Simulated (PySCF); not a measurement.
C3H9FSi, SMILES CCC[SiH2]F at its GFN2-xTB optimised geometry (Å):

```
14

C      1.6848    -1.6765    -0.0020
C      1.1181    -0.2613     0.0000
C     -0.4095    -0.2613     0.0000
Si    -1.1683     1.4745     0.0000
F     -2.7724     1.2936    -0.0063
H      2.7724    -1.6559    -0.0022
H      1.3517    -2.2190    -0.8845
H      1.3521    -2.2214     0.8793
H      1.4826     0.2717     0.8810
H      1.4826     0.2741    -0.8795
H     -0.7609    -0.8172     0.8734
H     -0.7609    -0.8168    -0.8736
H     -0.8786     2.2214    -1.2164
H     -0.8877     2.2178     1.2207
```

Method: PBE0/def2-TZVP (PySCF).

Map of the electron localisation function on the plane z = 1.2 Å:

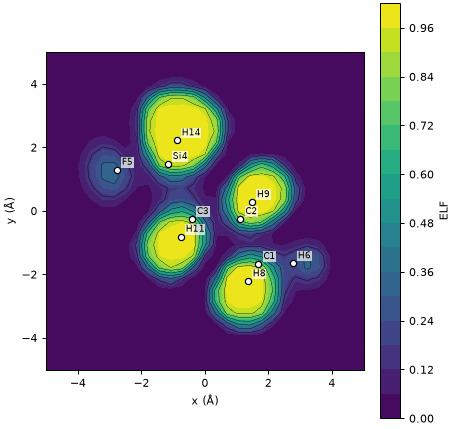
*Electron localisation function on the plane z = 1.2 Å.*
